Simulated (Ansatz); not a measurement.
# AlSiH2 (quartet): the correlation ladder, cc-pVTZ

How much of the correlation energy of AlSiH2 (quartet) does each wave-function method recover here?

The runs use Ansatz 0.2.0, Gaussian basis; cc-pVTZ, core rule «outside noble gas», up to 10 orbitals frozen.

Plan: UHF; CCSD(T) on ROHF; CCSD(T) on UHF; BCCD(T) on ROHF; CCSDT(Q) on ROHF; CCSDT(Q) on UHF.

13 further runs of the same task are left out: 8 for a known fault of the program, 5 set aside as unsound or not needed. Runs told in other sessions of the task aren't counted.

### Step 1. The geometry

The geometry is a PBE0/def2-TZVP stationary point (not a proven minimum).

4 atoms, charge 0, spin multiplicity 4.

Atoms are counted from 1 here; the program's logs count them from 0.

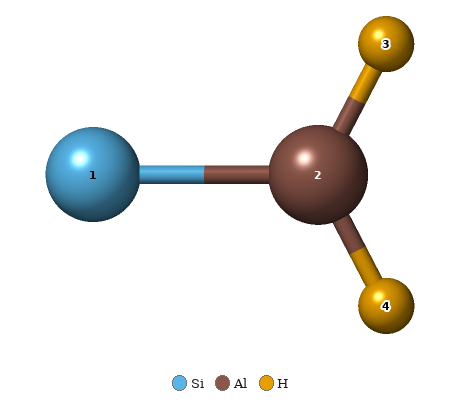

The structure; silicon blue, aluminium brown, hydrogen amber; atoms are numbered from 1 in the order of the file.

In the tables R marks a restricted open-shell determinant and U an unrestricted one; energies count from the table's Hartree-Fock row.

### Step 2. UHF

in.yaml

```yaml
crystal:
  periodic: [false, false, false]
  atoms:
    - {symbol: Si, position_ang: [0.000000, 0.000000, 1.249328]}
    - {symbol: Al, position_ang: [0.000000, 0.000000, -1.159384]}
    - {symbol: H, position_ang: [0.000000, 1.405470, -1.888034]}
    - {symbol: H, position_ang: [0.000000, -1.405470, -1.888034]}
basis:
  gaussian: {orbitals: cc-pVTZ}
magnetization: {spin_polarized: true, initial_magnetization: 3}
hamiltonian: {xc: hf}
output: {orbitals: {seedname: orbitals}}
```

Launch:

```console
$ ansatz run in.yaml --threads 1 --pin off --events-out ev --progress --plain --max-ram 2560MiB --backend cpu
```

The program printed:

```text
Functional definition: HF
  name "HF"
  cite "Fock, Z. Phys. 61, 126 (1930) doi:10.1007/BF01340294"
  parent pbe
  exchange = exact_x
  correlation = 0
817 factors; their error is unknown
mean field evaluation 1: about -14473.7172 eV, gradient 7.3e0 eV
mean field evaluation 2: about -14474.5313 eV, gradient 2.7e0 eV
mean field evaluation 4: about -14474.7176 eV, gradient 6.0e-1 eV
mean field evaluation 8: about -14474.7508 eV, gradient 7.2e-2 eV
mean field -14475.04167476 eV, -531.9479700119 hartree, gradient 1.0e-5 eV, S^2 3.753191; 0 other end points of the search recorded, 0 dependent functions left out
reference -14475.04167476 eV, -531.9479700119 hartree; 16, 13 occupied and 80, 83 virtual orbitals, 817 factors
Total energy: -14475.04167476 eV, -531.9479700119 hartree
```

Wall time 0.99 s (1 thread of AMD EPYC 7R13, shared host).

From the report: ⟨S²⟩ of the determinant 3.753 (pure quartet: 3.75).

### Step 3. CCSD(T) on ROHF

Changes to in.yaml since step 2:

```diff
@@ -9,4 +9,3 @@
   gaussian: {orbitals: cc-pVTZ}
-magnetization: {spin_polarized: true, initial_magnetization: 3}
-hamiltonian: {xc: hf}
-output: {orbitals: {seedname: orbitals}}
+magnetization: {spin_polarized: false, initial_magnetization: 3}
+correlation: {method: ccsd_t, electrons: outside_noble_gas}
```

Launch:

```console
$ ansatz run in.yaml --threads 2 --pin off --events-out ev --progress --plain --max-ram 15360MiB --backend cuda --devices 0, --max-vram 18GiB
```

The program printed (excerpt; [...] marks lines left out):

```text
Functional definition: HF
  name "HF"
  cite "Fock, Z. Phys. 61, 126 (1930) doi:10.1007/BF01340294"
  parent pbe
[...]
579 factors; integrals over basis functions are off by at most 9.4e-4 eV
[...]
mean field -14475.01310687 eV, -531.9469201612 hartree, gradient 1.1e-6 eV, S^2 3.750000; 1 other end points of the search recorded, 0 dependent functions left out
[...]
determinant -14475.01310687 eV, -531.9469201612 hartree, with singles and doubles -14479.94255155 eV, -532.1280739118 hartree
determinant -14471.91249597 eV, -531.8329748124 hartree, with singles and doubles -14477.02674888 eV, -532.0209201403 hartree
10 core orbitals not correlated: weight in the atoms' cores, before any rotation towards them, 1.000 or more for the frozen orbitals, at most 0.000 for the correlated occupied ones
reference -14475.01310687 eV, -531.9469201612 hartree; 6, 3 occupied and 80, 83 virtual orbitals, 579 factors
second order -3.92723708 eV of doubles, -0.01653369 eV of singles
cycle   1  -4.81590416 eV  change   -3.0e-1 eV  update   2.1e-2
[...]
cycle   9  -4.83086625 eV  change    5.2e-6 eV  update   8.7e-6
perturbative correction -0.18847643 eV, -0.0069263810 hartree
Total energy: -14480.03244955 eV, -532.1313776026 hartree
```

Run time: 6.5 s. Hardware: 1 × H100 (card shared with other runs) with 2 threads of AMD EPYC 7R13, shared host; peak host memory 0.81 GiB.

From the report: correlation -5.0193 eV; T1 0.028; largest double amplitude 0.05.

### Step 4. CCSD(T) on UHF

Changes to in.yaml since step 3:

```diff
@@ -9,3 +9,3 @@
   gaussian: {orbitals: cc-pVTZ}
-magnetization: {spin_polarized: false, initial_magnetization: 3}
+magnetization: {spin_polarized: true, initial_magnetization: 3}
 correlation: {method: ccsd_t, electrons: outside_noble_gas}
```

The command is unchanged.

The program printed (excerpt; [...] marks lines left out):

```text
Functional definition: HF
  name "HF"
  cite "Fock, Z. Phys. 61, 126 (1930) doi:10.1007/BF01340294"
  parent pbe
[...]
579 factors; integrals over basis functions are off by at most 9.4e-4 eV
[...]
mean field -14475.04211619 eV, -531.9479862340 hartree, gradient 2.2e-6 eV, S^2 3.753191; 1 other end points of the search recorded, 0 dependent functions left out
determinant -14475.04211619 eV, -531.9479862340 hartree, with singles and doubles -14479.94414261 eV, -532.1281323822 hartree
determinant -14472.10400559 eV, -531.8400126610 hartree, with singles and doubles -14477.02004637 eV, -532.0206738275 hartree
10 core orbitals not correlated: weight in the atoms' cores, before any rotation towards them, 1.000 or more for the frozen orbitals, at most 0.000 for the correlated occupied ones
reference -14475.04211619 eV, -531.9479862340 hartree; 6, 3 occupied and 80, 83 virtual orbitals, 579 factors
second order -3.90872371 eV of doubles, -0.00000000 eV of singles
cycle   1  -4.78990341 eV  change   -3.0e-1 eV  update   2.0e-2
[...]
cycle   9  -4.80423384 eV  change    4.3e-6 eV  update   8.3e-6
perturbative correction -0.18746542 eV, -0.0068892269 hartree
Total energy: -14480.03381545 eV, -532.1314277982 hartree
```

Wall time 4.6 s (1 × H100 (card shared with other runs) with 2 threads of AMD EPYC 7R13, shared host); peak host memory 0.8 GiB.

From the report: ⟨S²⟩ of the determinant 3.753 (pure quartet: 3.75); correlation -4.9917 eV; T1 0.027; largest double amplitude 0.05.

### Step 5. BCCD(T) on ROHF

Changes to in.yaml since step 4:

```diff
@@ -9,3 +9,3 @@
   gaussian: {orbitals: cc-pVTZ}
-magnetization: {spin_polarized: true, initial_magnetization: 3}
-correlation: {method: ccsd_t, electrons: outside_noble_gas}
+magnetization: {spin_polarized: false, initial_magnetization: 3}
+correlation: {method: bccd_t, electrons: outside_noble_gas}
```

Same command.

The program printed (excerpt; [...] marks lines left out):

```text
Functional definition: HF
  name "HF"
  cite "Fock, Z. Phys. 61, 126 (1930) doi:10.1007/BF01340294"
  parent pbe
[...]
579 factors; integrals over basis functions are off by at most 9.4e-4 eV
[...]
mean field -14475.01310687 eV, -531.9469201612 hartree, gradient 1.1e-6 eV, S^2 3.750000; 1 other end points of the search recorded, 0 dependent functions left out
[...]
determinant -14475.01310687 eV, -531.9469201612 hartree, with singles and doubles -14479.94255155 eV, -532.1280739118 hartree
determinant -14471.91249597 eV, -531.8329748124 hartree, with singles and doubles -14477.02674888 eV, -532.0209201403 hartree
10 core orbitals not correlated: weight in the atoms' cores, before any rotation towards them, 1.000 or more for the frozen orbitals, at most 0.000 for the correlated occupied ones
reference -14475.01310687 eV, -531.9469201612 hartree; 6, 3 occupied and 80, 83 virtual orbitals, 579 factors
second order -3.92723708 eV of doubles, -0.01653369 eV of singles
cycle   1  -4.82175643 eV  change   -3.1e-1 eV  update   2.2e-2
[...]
cycle  10  -4.82944672 eV  change    1.4e-6 eV  update   7.1e-6
perturbative correction -0.19153863 eV, -0.0070389150 hartree
Total energy: -14480.03409222 eV, -532.1314379695 hartree
```

Wall time 2.9 s (1 × H100 (card shared with other runs) with 2 threads of AMD EPYC 7R13, shared host); peak host memory 0.81 GiB.

From the report: correlation -5.0210 eV; largest double amplitude 0.05.

### Step 6. CCSDT(Q) on ROHF

Changes to in.yaml since step 5:

```diff
@@ -10,2 +10,2 @@
 magnetization: {spin_polarized: false, initial_magnetization: 3}
-correlation: {method: bccd_t, electrons: outside_noble_gas}
+correlation: {method: ccsdt_q, electrons: outside_noble_gas}
```

Same command.

The program printed (excerpt; [...] marks lines left out):

```text
Functional definition: HF
  name "HF"
  cite "Fock, Z. Phys. 61, 126 (1930) doi:10.1007/BF01340294"
  parent pbe
[...]
1166 factors; integrals over basis functions are off by at most 1.9e-7 eV
[...]
mean field -14475.01311298 eV, -531.9469203857 hartree, gradient 1.1e-6 eV, S^2 3.750000; 1 other end points of the search recorded, 0 dependent functions left out
[...]
determinant -14475.01311298 eV, -531.9469203857 hartree, with singles and doubles -14479.94256869 eV, -532.1280745418 hartree
determinant -14471.91251112 eV, -531.8329753691 hartree, with singles and doubles -14477.02677207 eV, -532.0209209923 hartree
10 core orbitals not correlated: weight in the atoms' cores, before any rotation towards them, 1.000 or more for the frozen orbitals, at most 0.000 for the correlated occupied ones
reference -14475.01311298 eV, -531.9469203857 hartree; 6, 3 occupied and 80, 83 virtual orbitals, 1166 factors
second order -3.92725226 eV of doubles, -0.01653373 eV of singles
cycle   1  -4.55999734 eV  change   -6.2e-1 eV  update   8.1e-2
[...]
cycle  16  -5.05913591 eV  change    5.9e-7 eV  update   4.6e-7
perturbative correction -0.00962992 eV, -0.0003538929 hartree
Total energy: -14480.08187881 eV, -532.1331940942 hartree
```

Run time: 11 s. Hardware: 1 × H100 (card shared with other runs) with 2 threads of AMD EPYC 7R13, shared host; peak host memory 0.89 GiB.

From the report: correlation -5.0688 eV; T1 0.031; largest double amplitude 0.07.

### Step 7. CCSDT(Q) on UHF

Changes to in.yaml since step 6:

```diff
@@ -9,3 +9,3 @@
   gaussian: {orbitals: cc-pVTZ}
-magnetization: {spin_polarized: false, initial_magnetization: 3}
+magnetization: {spin_polarized: true, initial_magnetization: 3}
 correlation: {method: ccsdt_q, electrons: outside_noble_gas}
```

Launched as before.

The program printed (excerpt; [...] marks lines left out):

```text
Functional definition: HF
  name "HF"
  cite "Fock, Z. Phys. 61, 126 (1930) doi:10.1007/BF01340294"
  parent pbe
[...]
1166 factors; integrals over basis functions are off by at most 1.9e-7 eV
[...]
mean field -14475.04212235 eV, -531.9479864605 hartree, gradient 2.2e-6 eV, S^2 3.753191; 1 other end points of the search recorded, 0 dependent functions left out
determinant -14475.04212235 eV, -531.9479864605 hartree, with singles and doubles -14479.94415986 eV, -532.1281330161 hartree
determinant -14472.10402020 eV, -531.8400131981 hartree, with singles and doubles -14477.02006930 eV, -532.0206746702 hartree
10 core orbitals not correlated: weight in the atoms' cores, before any rotation towards them, 1.000 or more for the frozen orbitals, at most 0.000 for the correlated occupied ones
reference -14475.04212235 eV, -531.9479864605 hartree; 6, 3 occupied and 80, 83 virtual orbitals, 1166 factors
second order -3.90873883 eV of doubles, -0.00000000 eV of singles
cycle   1  -4.53062589 eV  change   -6.2e-1 eV  update   8.1e-2
[...]
cycle  16  -5.03187297 eV  change    6.5e-7 eV  update   4.6e-7
perturbative correction -0.00975326 eV, -0.0003584256 hartree
Total energy: -14480.08374858 eV, -532.1332628069 hartree
```

Run time: 13 s. Hardware: 1 × H100 (card shared with other runs) with 2 threads of AMD EPYC 7R13, shared host; peak host memory 0.88 GiB.

From the report: ⟨S²⟩ of the determinant 3.753 (pure quartet: 3.75); correlation -5.0416 eV; T1 0.030; largest double amplitude 0.07.

### Step 8. Misses and costs

The yardstick is UCCSDT(Q), where the cluster series has nearly closed. Rows without a time are mean-field rows or come out of runs for another level: lower rungs of the coupled-cluster runs, or the Hartree-Fock search.

Differences are taken before rounding.

```csv
method,energy from the lowest ROHF (meV),from UCCSDT(Q) (meV),time
ROHF,0.0,+5070.6,
UHF,-29.0,+5041.6,
RMP2,-3943.8,+1126.9,
UMP2,-3937.7,+1132.9,
RCCSD,-4830.9,+239.8,
UCCSD,-4833.2,+237.4,
RCCSD(T),-5019.3,+51.3,6.5 s
UCCSD(T),-5020.7,+49.9,4.6 s
BCCD(T),-5021.0,+49.7,2.9 s
RCCSDT,-5059.1,+11.5,
UCCSDT,-5060.9,+9.8,
RCCSDT(Q),-5068.8,+1.9,11 s
UCCSDT(Q),-5070.6,0,13 s
```

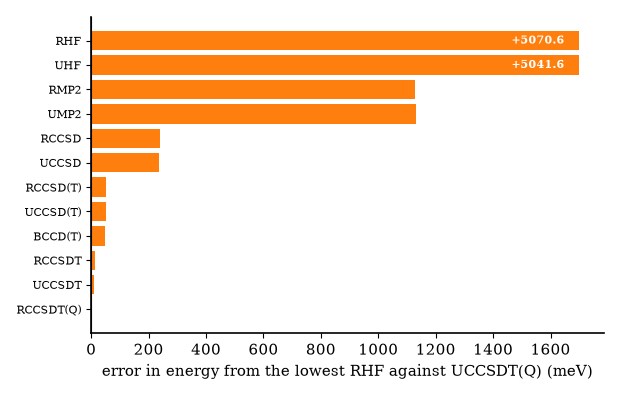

Error of each method against UCCSDT(Q). Bars with a number in them are cut short.

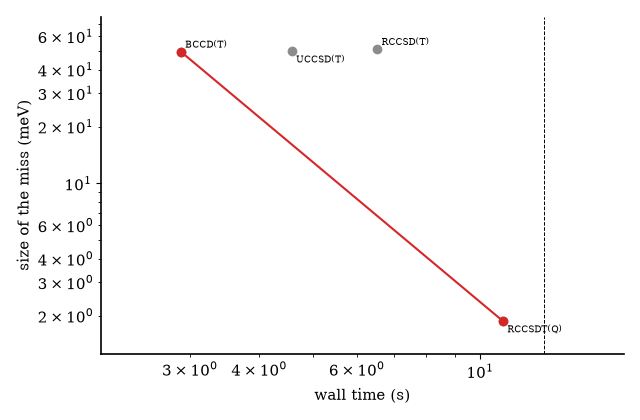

Accuracy for the time spent; red marks the levels that beat every quicker one drawn (of those quicker than the yardstick), and the dashed line is the time of UCCSDT(Q). Times are from a shared host.

With the free atoms at the same levels and basis (separate runs), the atomisation energy is 7.294 eV at UCCSDT(Q), 7.279 eV at RCCSD(T), 7.279 eV at UCCSD(T), 5.987 eV at ROHF.

### Step 9. What came out

```
                         quantity                      value
    UCCSDT(Q) from the ROHF energy                 -5.0706 eV
              RMP2 from UCCSDT(Q)                +1126.9 meV
              UMP2 from UCCSDT(Q)                +1132.9 meV
             RCCSD from UCCSDT(Q)                 +239.8 meV
          RCCSD(T) from UCCSDT(Q)                  +51.3 meV
          UCCSD(T) from UCCSDT(Q)                  +49.9 meV
         RCCSDT(Q) from UCCSDT(Q)                   +1.9 meV
levels within 1 kcal/mol (43 meV)  RCCSDT, UCCSDT, RCCSDT(Q)
                    T1 diagnostic                      0.028
```

**Reading.** RCCSD(T) misses by +51.3 meV, 1.0 % of the correlation energy. These misses are within one basis, not against nature; the frozen cores of restricted and unrestricted runs differ, which can shift their rows.

For cost: RCCSDT(Q) gets within 1.9 meV in 11 s, where UCCSDT(Q) took 13 s; the quickest level in the cost chart, BCCD(T), takes 2.9 s and misses by 49.7 meV.
